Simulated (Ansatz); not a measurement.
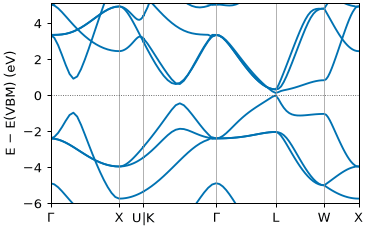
Fig. 1. Band structure from plane-wave PAW r²SCAN (Ansatz code)

Task: Read off the gap and where the band edges lie.

Result: About 0.1 eV (0.14 eV by a search for the band edges); maximum at L, minimum at L.

Task: Which compound is it?
A. SnTe, rock salt
B. BAs, zinc blende
C. GaAs, zinc blende

Result: A, SnTe, rock salt

Space group Fm-3m (rock salt). The r²SCAN relaxation kept the symmetry of its start. Scalar-relativistic: spin–orbit coupling is off unless named, which matters more the heavier the elements.

Potentials: the later of the program's two PAW sets.
